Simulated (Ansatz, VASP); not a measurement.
## Ga2Te2S in two plane-wave programs

Aim: how closely do two programs agree when they are given the same cell, functional and k mesh? The cell is invented: As first built, before any earlier steps moved the atoms (in the runner's words): it takes the Ga2S3 structure with some of its atoms replaced by other elements, volume scaled by an estimate. It may not be a known or stable phase. The cell is taken from a series of VASP runs on this material, whose earlier steps may have relaxed, scaled or displaced it; both programs get it as it stands. Valence electrons are named where the data sets of a main pair hold unlike numbers.

Program: Ansatz 0.2.0. Level of theory: plane waves, with VASP 6.6.1 beside it; band structure at PBEsol with D3(BJ) and single point at PBEsol with D3(BJ). Results are calculated unless marked as measured.

### 1. The starting structure

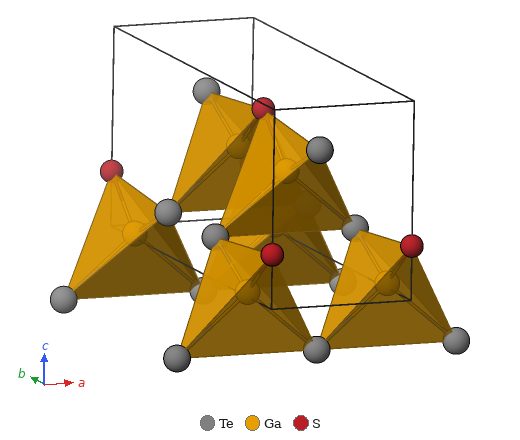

The starting structure, seen slightly off an axis (tellurium grey, gallium orange, sulfur red). This picture shows the conventional cell, with its axes. Some periodic images of atoms are drawn too.

### 2. VASP: band structure, PBEsol with D3(BJ)

The same path points are solved in both programs, so levels can be compared one by one.

Lines of VASP's logs that name or quote its potential files are left out, and so is its time.

Input file INCAR:

```
SYSTEM = Ga2Te2S
PREC = Accurate
ENCUT = 400
EDIFF = 1E-06
NELM = 100
ISMEAR = 0
SIGMA = 0.05
LREAL = .FALSE.
ALGO = Normal
GGA = PS
IVDW = 12
NBANDS = 37
LORBIT = 11
LWAVE = .FALSE.
LCHARG = .FALSE.
KPAR = 2
```

Input file POSCAR:

```
Ga2Te2S
1.0
   -2.0222808538      5.8842376542      2.7432354433
    2.0222808538     -5.8842376542      2.7432354433
    2.0222808538      5.8842376542     -2.7432354433
Te Ga S
2 2 1
Direct
    0.8615209183      0.2143043299      0.6472165882
    0.5670877417      0.2143043299      0.3527834118
    0.1731725036      0.0241980014      0.1489745023
    0.8752234991      0.0241980014      0.8510254977
    0.2729943474      0.2729943474      0.0000000000
```

Input file KPOINTS:

```
Automatic mesh
0
Gamma
7 7 7
0 0 0
```

Input file KPOINTS_OPT:

```
Line mode
16
Line-mode
Reciprocal
  0.00000000   0.00000000   0.00000000 GAMMA
  0.27952858  -0.27952858  -0.27952858 X

  0.27952858  -0.27952858  -0.27952858 X
  0.08386434  -0.47519282  -0.08386434 L

  0.08386434  -0.47519282  -0.08386434 L
  0.00000000  -0.50000000   0.00000000 T

  0.00000000  -0.50000000   0.00000000 T
 -0.25000000  -0.25000000  -0.25000000 W

 -0.25000000  -0.25000000  -0.25000000 W
  0.00000000   0.00000000  -0.50000000 R

  0.00000000   0.00000000  -0.50000000 R
 -0.27952858   0.27952858  -0.72047142 X1

 -0.27952858   0.27952858  -0.72047142 X1
 -0.50000000   0.50000000  -0.50000000 Z

 -0.50000000   0.50000000  -0.50000000 Z
  0.00000000   0.00000000   0.00000000 GAMMA

  0.00000000   0.00000000   0.00000000 GAMMA
 -0.30433576  -0.30433576   0.30433576 Y

 -0.30433576  -0.30433576   0.30433576 Y
 -0.50000000   0.00000000   0.00000000 S

 -0.50000000   0.00000000   0.00000000 S
 -0.25000000  -0.25000000  -0.25000000 W

 -0.08386434  -0.52480718   0.08386434 L1
 -0.30433576  -0.30433576   0.30433576 Y

 -0.69566424   0.30433576  -0.30433576 Y1
 -0.50000000   0.50000000  -0.50000000 Z
```

Potentials, in the order of the species: Te, Ga_d and S (PBE family, release 64).

Command:

```
$ mpirun -np 2 vasp_std
```

Numbers of over 12 decimals in the logs are rounded to 6 here.

The program printed:

```text
[banner, memory and clock lines left out]
running    2 mpi-ranks, on    1 nodes
 distrk:  each k-point on    1 cores,    2 groups
 distr:  one band on    1 cores,    1 groups

 POSCAR found type information on POSCAR TeGaS
 POSCAR found :  3 types and       5 ions
|                                                                             |
|               ----> ADVICE to this user running VASP <----                  |
|                                                                             |
|     You enforced a specific xc type in the INCAR file but a different       |
|     [... a line on the potential file left out ...]
|     I HOPE YOU KNOW WHAT YOU ARE DOING!                                     |
|                                                                             |

 LDA part: xc-table for (Slater+PW92), standard interpolation
 POSCAR, INCAR and KPOINTS ok, starting setup
 FFT: planning ... GRIDC
 FFT: planning ... GRID_SOFT
 FFT: planning ... GRID
 WAVECAR not read
 entering main loop
       N       E                     dE             d eps       ncg     rms          rms(c)
DAV:   1     0.320503738886E+03    0.32050E+03   -0.16274E+04  5221   0.127E+03
DAV:   2     0.268673628936E+02   -0.29364E+03   -0.27200E+03  5141   0.381E+02
DAV:   3    -0.185146758249E+02   -0.45382E+02   -0.44599E+02  5786   0.111E+02
DAV:   4    -0.204999715672E+02   -0.19853E+01   -0.19791E+01  5683   0.257E+01
DAV:   5    -0.205700292390E+02   -0.70058E-01   -0.70036E-01  6602   0.439E+00    0.109E+01
DAV:   6    -0.200226054566E+02    0.54742E+00   -0.61476E-01  7282   0.120E+01    0.722E+00
DAV:   7    -0.199990176262E+02    0.23588E-01   -0.67251E-01  5803   0.423E+00    0.166E+00
DAV:   8    -0.199861485585E+02    0.12869E-01   -0.12018E-01  6079   0.294E+00    0.106E+00
DAV:   9    -0.199863119183E+02   -0.16336E-03   -0.22605E-02  5651   0.962E-01    0.271E-01
DAV:  10    -0.199862767389E+02    0.35179E-04   -0.25103E-03  7141   0.291E-01    0.190E-01
DAV:  11    -0.199863441872E+02   -0.67448E-04   -0.80489E-04  5625   0.194E-01    0.451E-02
DAV:  12    -0.199863406689E+02    0.35183E-05   -0.44941E-05  5782   0.378E-02    0.294E-02
DAV:  13    -0.199863423689E+02   -0.17000E-05   -0.13875E-05  5699   0.156E-02    0.130E-02
DAV:  14    -0.199863425166E+02   -0.14774E-06   -0.17914E-06  5246   0.104E-02
   1 F= -.21574679E+02 E0= -.21574679E+02  d E =-.376925E-12
 Start KPOINTS_OPT (optional k-point list driver)
k-point batch [1-64\208]
       N       E                     dE             ncg
DAV:   1     0.734096732404E+04   -0.59231E+05     5161
DAV:   2    -0.111767951204E+05   -0.18518E+05     5132
DAV:   3    -0.140035025817E+05   -0.28267E+04     5782
DAV:   4    -0.141237083076E+05   -0.12021E+03     5638
DAV:   5    -0.141278266004E+05   -0.41183E+01     6637
DAV:   6    -0.141279596681E+05   -0.13307E+00     6264
DAV:   7    -0.141279612863E+05   -0.16182E-02     6810
DAV:   8    -0.141279613159E+05   -0.29578E-04     5556
DAV:   9    -0.141279613165E+05   -0.54856E-06     4050
[...]
k-point batch [193-208\208]
       N       E                     dE             ncg
DAV:   1     0.430399109097E+05   -0.75715E+04     1292
DAV:   2     0.383013015326E+05   -0.47386E+04     1274
DAV:   3     0.375741930434E+05   -0.72711E+03     1398
DAV:   4     0.375413154963E+05   -0.32878E+02     1435
DAV:   5     0.375401851721E+05   -0.11303E+01     1524
DAV:   6     0.375401132938E+05   -0.71878E-01     1690
DAV:   7     0.375401126049E+05   -0.68884E-03     1562
DAV:   8     0.375401125873E+05   -0.17614E-04     1573
DAV:   9     0.375401125871E+05   -0.21809E-06      975
```

From OUTCAR (step 2):

```text
ion  position               nearest neighbor table
   1  0.862  0.214  0.647-   4 2.62   3 2.64   3 2.64   2 3.47
   2  0.567  0.214  0.353-   3 2.62   4 2.64   4 2.64   1 3.47
   3  0.173  0.024  0.149-   5 2.22   2 2.62   1 2.64   1 2.64
   4  0.875  0.024  0.851-   5 2.22   1 2.62   2 2.64   2 2.64
   5  0.273  0.273  0.000-   3 2.22   4 2.22

  LATTYP: Found a body centered orthorhombic cell.
 ALAT       =     4.0445617076
 B/A-ratio  =     1.3565056694
 C/A-ratio  =     2.9097034881

 Subroutine GETGRP returns: Found  4 space group operations
 (whereof  4 operations were pure point group operations)

The static configuration has the point symmetry C_2v.

 Found     64 irreducible k-points:

   k-points           NKPTS =     64   k-points in BZ     NKDIM =     64   number of bands    NBANDS=     37

   dimension x,y,z NGX =    48 NGY =   48 NGZ =   48
   dimension x,y,z NGXF=    96 NGYF=   96 NGZF=   96

   ENCUT  =  400.0 eV  29.40 Ry    5.42 a.u.  11.09 11.09 11.09*2*pi/ulx,y,z

   NELECT =      44.0000    total number of electrons

 k-points in reciprocal lattice and weights: Automatic mesh
   0.00000000  0.00000000  0.00000000       0.003
   0.14285714 -0.00000000  0.00000000       0.012
   0.28571429 -0.00000000  0.00000000       0.012
   0.42857143  0.00000000  0.00000000       0.012
  -0.00000000  0.14285714  0.00000000       0.012
   0.14285714  0.14285714  0.00000000       0.023
   0.28571429  0.14285714  0.00000000       0.023
   0.42857143  0.14285714  0.00000000       0.023
  -0.42857143  0.14285714  0.00000000       0.023
[...]
0.42857143 -0.42857143  0.42857143       0.006
  -0.42857143 -0.42857143  0.42857143       0.006

 average (electrostatic) potential at core
       1 -89.2680       2 -89.2680       3 -65.4798       4 -65.4798       5 -86.3078

 E-fermi :   4.8453

 k-point     1 :       0.0000    0.0000    0.0000
  band No.  band energies     occupation
    ...
     18       2.7291      2.00000
     19       2.7892      2.00000
     20       4.3281      2.00000
     21       4.6150      2.00000
     22       4.6253      2.00000
     23       6.0929      0.00000
     24       7.1991      0.00000
     25       7.7543      0.00000
     26       8.8397      0.00000
     27       9.1528      0.00000
    ...

 k-point     2 :       0.1429   -0.0000    0.0000
  band No.  band energies     occupation
    ...
     18       2.6318      2.00000
     19       3.0200      2.00000
     20       3.6694      2.00000
     21       4.4161      2.00000
     22       4.4508      2.00000
     23       6.5393      0.00000
     24       7.1832      0.00000
     25       7.8884      0.00000
     26       8.8429      0.00000
     27       9.0266      0.00000
    ...

 k-point     3 :       0.2857   -0.0000    0.0000
  band No.  band energies     occupation
    ...
     18       2.6703      2.00000
     19       2.6795      2.00000
     20       3.3168      2.00000
     21       3.9939      2.00000
     22       4.1395      2.00000
     23       6.8191      0.00000
     24       6.9564      0.00000
     25       8.0904      0.00000
     26       8.6579      0.00000
     27       9.2194      0.00000
    ...

 Edisp (eV)   -1.58834

  Total      -0.00300    -0.01810    -0.02185     0.00000     0.00000     0.00000
  in kB      -0.03685    -0.22214    -0.26807     0.00000     0.00000     0.00000
  external pressure =       -0.18 kB  Pullay stress =        0.00 kB

  energy-cutoff  :      400.00
  volume of cell :      130.57
      direct lattice vectors                 reciprocal lattice vectors
    -2.022280854  5.884237654  2.743235443     0.000000000  0.084972775  0.182266528
     2.022280854 -5.884237654  2.743235443     0.247245579  0.000000000  0.182266528
     2.022280854  5.884237654 -2.743235443     0.247245579  0.084972775  0.000000000

 POSITION                                       TOTAL-FORCE (eV/Angst)
 -----------------------------------------------------------------------------------
     -0.00000      7.61675      1.17577        -0.000000      0.005747      0.004883
     -0.00000      4.15172      1.17577        -0.000000     -0.005747      0.004883
      0.00000      1.75320      0.13276        -0.000000      0.001593     -0.004596
      0.00000     10.01527      0.13276         0.000000     -0.001593     -0.004596
      0.00000      0.00000      1.49778        -0.000000      0.000000     -0.000574
 -----------------------------------------------------------------------------------
    total drift:                                0.000003      0.000006     -0.000437

  FREE ENERGIE OF THE ION-ELECTRON SYSTEM (eV)
  ---------------------------------------------------
  free  energy   TOTEN  =       -21.5746787871 eV

  energy  without entropy=      -21.5746787871  energy(sigma->0) =      -21.57467879

 total charge
# of ion       s       p       d       tot
------------------------------------------
    1        1.388   1.999   0.036   3.423
    2        1.388   1.999   0.036   3.423
    3        0.877   0.770  10.013  11.660
    4        0.877   0.770  10.013  11.660
    5        1.345   2.351   0.000   3.696
--------------------------------------------------
tot          5.874   7.890  20.098  33.862

[... 3 further parts left out ...]
```

Spin-orbit coupling is off here; with elements this heavy it splits and shifts levels by tenths of an eV or more. The PAW data sets were made with PBE, which is usual practice but a small mismatch for other functionals.

### 3. Ansatz: band structure, PBEsol with D3(BJ)

Ansatz runs on its default PAW (the set named soft_2) files.

The same cell, functional, mesh and smearing now go to Ansatz, which takes its cutoff from its data sets.

Input file input.yaml:

```yaml
crystal:
  lattice:
    - [-2.0222808538, 5.8842376542, 2.7432354433]
    - [2.0222808538, -5.8842376542, 2.7432354433]
    - [2.0222808538, 5.8842376542, -2.7432354433]
  atoms:
    - { symbol: Te, position: [0.8615209183, 0.2143043299, 0.6472165882] }
    - { symbol: Te, position: [0.5670877417, 0.2143043299, 0.3527834118] }
    - { symbol: Ga, position: [0.1731725036, 0.0241980014, 0.1489745023] }
    - { symbol: Ga, position: [0.8752234991, 0.0241980014, 0.8510254977] }
    - { symbol: S, position: [0.2729943474, 0.2729943474, 0.0] }
hamiltonian:
  xc: pbesol
  pseudopotentials: { kind: paw }
  dispersion: d3bj
kpoints:
  mp_grid: { grid: [7, 7, 7] }
  band_path:
    path:
      - [0.0, 0.0, 0.0]
      - [0.13045, -0.13045, -0.13045]
      - [0.26089, -0.26089, -0.26089]
      - [0.21431, -0.34475, -0.21431]
      - [0.123, -0.43606, -0.123]
      - [0.06709, -0.48015, -0.06709]
      - [0.02795, -0.49173, -0.02795]
      - [-0.01667, -0.48333, -0.01667]
      - [-0.15, -0.35, -0.15]
      - [-0.25, -0.25, -0.25]
      - [-0.13333, -0.13333, -0.36667]
      - [-0.01667, -0.01667, -0.48333]
      - [-0.09318, 0.09318, -0.57349]
      - [-0.22362, 0.22362, -0.67638]
      - [-0.32362, 0.32362, -0.67638]
      - [-0.44121, 0.44121, -0.55879]
      - [-0.5, 0.5, -0.5]
      - [-0.43333, 0.43333, -0.43333]
      - [-0.2, 0.2, -0.2]
      - [0.0, 0.0, 0.0]
      - [-0.14202, -0.14202, 0.14202]
      - [-0.28405, -0.28405, 0.28405]
      - [-0.36956, -0.20289, 0.20289]
      - [-0.47391, -0.04058, 0.04058]
      - [-0.43333, -0.06667, -0.06667]
      - [-0.31667, -0.18333, -0.18333]
      - [-0.11326, -0.49541, 0.11326]
      - [-0.21615, -0.39252, 0.21615]
      - [-0.69566, 0.30434, -0.30434]
      - [-0.60435, 0.39565, -0.39565]
      - [-0.5, 0.5, -0.5]
    npoints: 1
scf:
  occupations: { method: gaussian, width: 0.05 }
  n_extra_bands: 8
output:
  forces: true
  stress: true
  eigenvalues: true
  write_density: true
  write_potential: true
  elf: true
  volumetric_format: npy
```

Command:

```
$ ansatz run input.yaml --threads 2 --pin off --max-ram 4608MiB --backend cpu --events-out ev --progress --plain --runs-dir out
```

The program printed:

```text
basis.fft_grid_basis auto: the FFT boxes are laid along the combinations [[1, 1, 0], [0, 1, 0], [0, 1, 1]] of the cell's own vectors, 5.486, 6.800 and 4.045 Å long. The dense box has 40×48×30 points. Along the cell's own vectors, as sized, it would have 48×48×48, 1.92 times as many. Of the 4 symmetry operations that the crystal satisfies within crystal.symmetry.tolerance (time reversal apart; of a slab, those that ke [...]
scf.n_extra_bands = 8 over 32 filled bands (N_el = 64.0): the run solves 40 bands
Engine: ansatz 0.2.0, aarch64-unknown-linux-gnu
Pseudopotentials: kind: paw
Pseudopotential: Te, paw, valence charge 16, recommended cutoff 420 eV (normal), Te.paw.azcp
Pseudopotential: Ga, paw, valence charge 13, recommended cutoff 420 eV (normal), Ga.paw.azcp
Pseudopotential: S, paw, valence charge 6, recommended cutoff 420 eV (normal), S.paw.azcp
Functional definition: PBEsol
  exchange = pbesol_x
  correlation = pbesol_c
Crystal: 5 atoms, lattice volume = 130.573 Å³
Basis set: ecut = 420 eV, 2561 PW (Γ), FFT grids on a1+a2, a2, a2+a3, exchange–correlation on 80×96×60 points (8 copies of the dense FFT grid, shifted against one another)
Bands: 40, of which v1, the nominal top of the filled ones, is band 32 counted from 1 (31 counted from 0)
Symmetry: 4 space group operations
Space group: Imm2 (ITA 44), of the structure as read, at distance tolerance 5.1e-5 Å
k-points: 64 of 343 (time reversal used)
Non-local potential: Te, projectors of the file, l = 0: 2, l = 1: 2, l = 2: 2, l = 3: 2
Non-local potential: Ga, projectors of the file, l = 0: 2, l = 1: 2, l = 2: 3, l = 3: 1
Non-local potential: S, projectors of the file, l = 0: 2, l = 1: 2, l = 2: 2
PAW form: soft (Blöchl's): semilocal exchange-correlation on the pseudo side does not see the compensation charge
PAW frozen core: Te, regenerated for the run's functional, and the local potential with it (the file was generated under x = pbe(κ = 0.804, μ = 0.219515), c = pbe(β = 0.066725))
PAW frozen core: Ga, regenerated for the run's functional, and the local potential with it (the file was generated under x = pbe(κ = 0.804, μ = 0.219515), c = pbe(β = 0.066725))
PAW frozen core: S, regenerated for the run's functional, and the local potential with it (the file was generated under x = pbe(κ = 0.804, μ = 0.219515), c = pbe(β = 0.066725))
PAW one-centre angular grid: Te, 590 points (default); XC on 64 Gauss nodes
PAW one-centre angular grid: Ga, 590 points (default); XC on 64 Gauss nodes
PAW one-centre angular grid: S, 110 points (default); XC on 64 Gauss nodes
Initial density: superposition of atomic densities (neutral atoms: chi_scale 0, normalization atom), corrected by the library's trained network
Initial wavefunctions: pseudopotential atomic-orbital guess
Functional: x = pbesol(κ = 0.804, μ = 0.123457), c = pbesol(β = 0.046)
SCF iter   1: F=—  HF=-22177.786337 eV  |F-HF|=—  |Δ(HF+E_count)|=         —  Δρ=3.03e-3  dr2=1.36e-2  ethr=1.77e-3  ⟨swp⟩=7.1  Hψ=11536  notcnv=0  defer=8
preconditioner: auto → Resta (q_TF=auto, 2.423 Å⁻¹)  ε∞=3.4  [insulator: Δε(μ)=0.950 eV  Ē_g=13.817 eV  σ=0.050 eV  W_gap=1.00  n_scr=34 (ndim 8)  ℏωp=21.6 eV  f_vac=0.027  D(μ)=0.00/eV (n_scr^D=0)  ε∞_Penn≈3.4]
SCF iter   2: F=—  HF=-22177.781693 eV  |F-HF|=—  |Δ(HF+E_count)|=   4.64e-3  Δρ=1.24e-3  dr2=2.26e-3  ethr=2.13e-5  ⟨swp⟩=2.0  Hψ=4495  notcnv=0  defer=53
SCF iter   3: F=—  HF=-22177.781588 eV  |F-HF|=—  |Δ(HF+E_count)|=   1.05e-4  Δρ=4.75e-4  dr2=3.18e-4  ethr=3.53e-6  ⟨swp⟩=2.0  Hψ=4363  notcnv=0  defer=53
SCF iter   4: F=—  HF=-22177.781558 eV  |F-HF|=—  |Δ(HF+E_count)|=   3.03e-5  Δρ=2.08e-4  dr2=6.88e-5  ethr=4.97e-7  ⟨swp⟩=2.1  Hψ=3560  notcnv=0  defer=53
SCF iter   5: F=—  HF=-22177.781575 eV  |F-HF|=—  |Δ(HF+E_count)|=   1.77e-5  Δρ=6.48e-5  dr2=8.84e-6  ethr=1.07e-7  ⟨swp⟩=2.0  Hψ=3815  notcnv=0  defer=53
SCF iter   6: F=—  HF=-22177.781575 eV  |F-HF|=—  |Δ(HF+E_count)|=   1.71e-8  Δρ=2.62e-5  dr2=9.64e-7  ethr=1.38e-8  ⟨swp⟩=2.0  Hψ=3815  notcnv=0  defer=53
SCF iter   7: F=—  HF=-22177.781576 eV  |F-HF|=—  |Δ(HF+E_count)|=   1.00e-6  Δρ=9.13e-6  dr2=1.25e-7  ethr=1.51e-9  ⟨swp⟩=2.0  Hψ=4455  notcnv=0  defer=53
SCF iter   8: F=-22177.781576 eV  HF=-22177.781576 eV  |F-HF|=2.24e-9  |Δ(HF+E_count)|=   3.62e-8  Δρ=1.81e-6  dr2=5.51e-9  ethr=1.56e-10  ⟨swp⟩=13.7  Hψ=17801  notcnv=0
SCF 1 converged in 8 iterations: F = -22177.781576 eV  dr2 = 5.51e-9
  greatest PAW one-centre occupation: 0.998 electrons in one spin orbital (limit 2), on the Te atom at site 1 (counted from 0), in its partial waves of l = 2
NSCF: frozen V_eff on 31 k-points
SCF converged after 8 iterations
Free energy (F): -22177.781576 eV
Harris-Foulkes:  -22177.781576 eV  (|F-HF|=2.24e-9)
Internal energy: -22177.781576 eV  (E = F + TS)
E sigma→0 (E₀):  -22177.781576 eV
Fermi energy:    7.954086 eV
--- Per-component energies (eV) ---
  E_band       = -671.709168
  E_kinetic    = 701.065243
  E_local      = -7189.995090  (includes V_loc(G=0)·N_el)
  E_nonlocal   = 266.463540
  E_hartree    = 3776.610389
  E_xc         = -480.049776
  E_vxc        = -412.126048  (∫ρ·V_xc dr)
  E_paw        = -13653.999787  (= ΣΔE_a)
  E_vpaw       = -1590.336769  (= ΣTr[D̂ρ^β])
  E_aug_tail   = -0.000611  (compensation charges beyond the density's cutoff)
  E_ewald      = -5598.824225
  E_disp       = -1.588794  (pairwise vdW)
  E_core_change = 2.537535  (= ΣΔE_core)
  E_smearing   = -0.000000  (= −TS)
  E_closure    = 0.000000  (closes the sum)
  Σ components = -22177.781576   (vs F -22177.781576, Δ=0.00e0)
--- Forces (eV/Å), atoms counted from 1 ---
  atom   1  Te     0.00000000     0.01672328     0.01532816
  atom   2  Te     0.00000000    -0.01672328     0.01532816
  atom   3  Ga     0.00000000     0.03972795    -0.03651787
  atom   4  Ga     0.00000000    -0.03972795    -0.03651787
  atom   5  S      0.00000000     0.00000000     0.04238696
  max |Σ_I F_I| component: 7.54e-6 eV/Å
--- Stress (GPa, compression-positive) ---
        0.067720       0.000000       0.000000
        0.000000       0.152485       0.000000
        0.000000       0.000000       0.116087
  P = ⅓ Tr σ = 0.1121 GPa (1.121 kbar)
--- Band table (eV; the first three rows and the last of 64) ---
  k-point 0: bands = [... 28 lower, 5.6358, 7.1673, 7.4595, 7.4627, 8.9469, 10.0608, 10.6021, 11.6964, ... 4 higher]
  k-point 1: bands = [... 28 lower, 5.2578, 6.5019, 6.8890, 7.2974, 9.7663, 10.9671, 11.1571, 11.7389, ... 4 higher]
  k-point 2: bands = [... 28 lower, 4.7083, 5.7027, 6.0255, 6.8866, 9.7681, 10.6111, 10.8318, 11.3698, ... 4 higher]
  k-point 63: bands = [... 28 lower, 5.4783, 5.5657, 6.3362, 6.8281, 8.5999, 10.1171, 10.5322, 11.0698, ... 4 higher]
```

The job ended after 28 s (2 threads of Arm Neoverse V1, shared host; peak memory 0.54 GiB).

(Part 1 of 2 ends here.)

[Lines on the potential files, build, host, timing and source positions are cut from VASP's logs without a mark.]

[Logs are printed without paths, hosts, clocks, repeated set-up lines and the standing remarks that a program may print on its own settings, such as how far it seeks lower states.]

[Hosts, paths, dates, database ids (printed as entryN), source tags and the programs' standing remarks are cut or masked in the printed files.]
